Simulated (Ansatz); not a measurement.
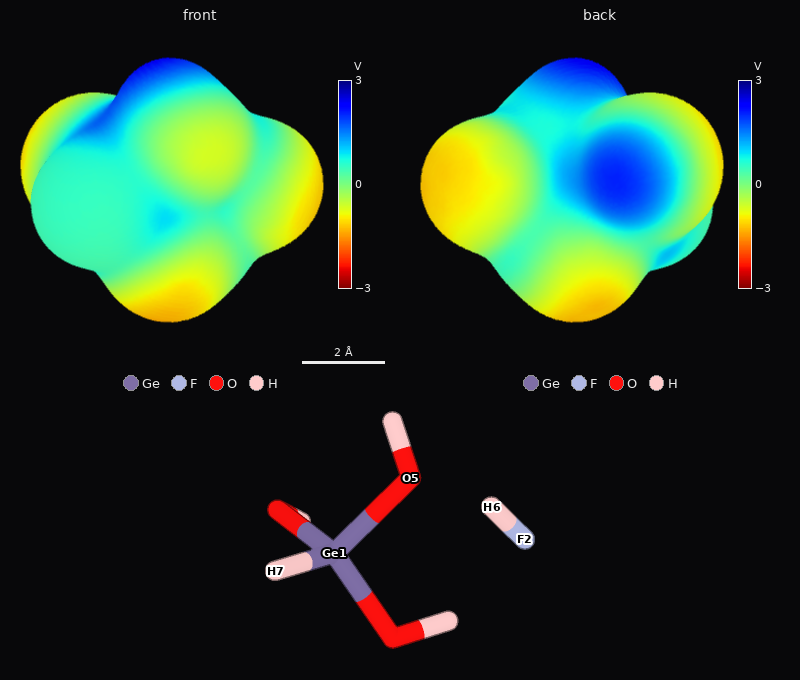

Figure. GeH4O3···HF. The molecular electrostatic potential painted on the density surface at 0.001 e/bohr³, seen from the front and from behind; the colour scale runs from red (negative) to blue (positive). The bare structure is drawn below in the same view.

The calculation used RKS B3LYP-D4/def2-SVP in Ansatz.

```yaml
atoms:
  - { symbol: Ge, position_ang: [-0.8506, 0.2411, 0.3658] }
  - { symbol: F, position_ang: [2.3087, 0.1062, -0.3520] }
  - { symbol: O, position_ang: [0.4082, 0.4092, 1.5747] }
  - { symbol: O, position_ang: [-1.4481, -1.4176, 0.1930] }
  - { symbol: O, position_ang: [0.0004, 0.6585, -1.1916] }
  - { symbol: H, position_ang: [1.5408, 0.3734, -0.8655] }
  - { symbol: H, position_ang: [-2.0456, 1.1569, 0.6017] }
  - { symbol: H, position_ang: [1.2898, 0.3079, 1.1584] }
  - { symbol: H, position_ang: [-0.8075, -2.0808, 0.4878] }
  - { symbol: H, position_ang: [-0.3963, 0.2454, -1.9722] }
```

Q: Describe the electrostatic potential map.

A: The most negative region (about −1.3 V) lies over O3, the most positive (about +2.3 V) over H10. O3 is the likeliest acceptor of a hydrogen bond.
